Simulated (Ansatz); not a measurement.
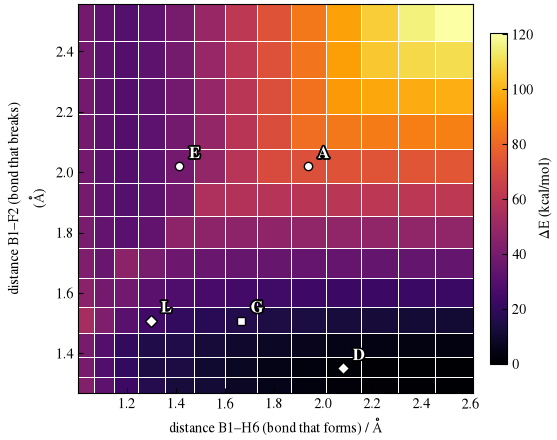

The reacting system BFH₄ (fragments BFH₂ + H₂ where the first distance is long, BH₃ + FH where the second is long). 
- Coordinates scanned: (1) distance B1–H6 (bond that forms); (2) distance B1–F2 (bond that breaks).
- Relaxed at each point: all other coordinates.
- The grid has 13 × 13 points.
- Points are written as (first, second).
- All energies are given in kcal/mol relative to the lowest grid point.
- Energies and slopes of some neighbouring points disagree (a jump in structure or state, or too coarse a mesh). The restricted reference is unstable at some or all points, so the energies there are unreliable.
- Theory: RHF-MP2, frozen core/def2-TZVP (Ansatz).

The picture shows one coloured cell a grid point, lettered points.

Is L the lowest point of the computed grid?

Answer. No. L lies 24 kcal/mol above the lowest grid point, which is at (2.535 Å, 1.350 Å).

Rank the lettered points by energy, lowest first.

Answer. D (1.7 kcal/mol), G (16 kcal/mol), L (24 kcal/mol), E (39 kcal/mol), A (72 kcal/mol).
